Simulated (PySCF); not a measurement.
SMILES Br[Si](O)(F)N, singlet, PBE0/def2-SVP optimised geometry. Atoms within 1.6 Å of the plane z = 0.0 Å (x, y, z in Å): N1 (-0.87, -1.36, 1.26), Si2 (-0.24, -0.40, 0.00), O3 (1.40, -0.40, 0.00), F4 (-0.84, -1.04, -1.36), Br5 (-0.80, 1.73, 0.00), H7 (-1.81, -1.73, 1.17), H8 (1.81, -1.27, 0.10).

Computed with PBE0/def2-TZVP (PySCF). Cells within 0.4 Å of a nucleus heavier than hydrogen are left out (blank, or x).

Map of the deformation density (molecule minus spherical neutral atoms) (e/bohr³) on the plane z = 0.0 Å:

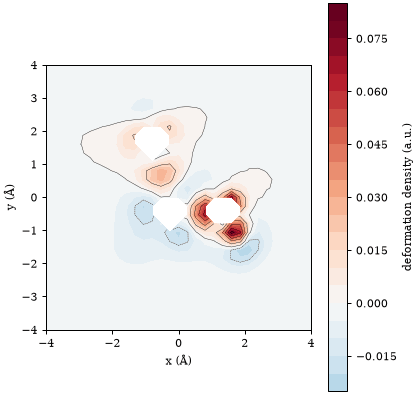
Deformation density (molecule minus spherical neutral atoms) (e/bohr³) on the plane z = 0.0 Å.
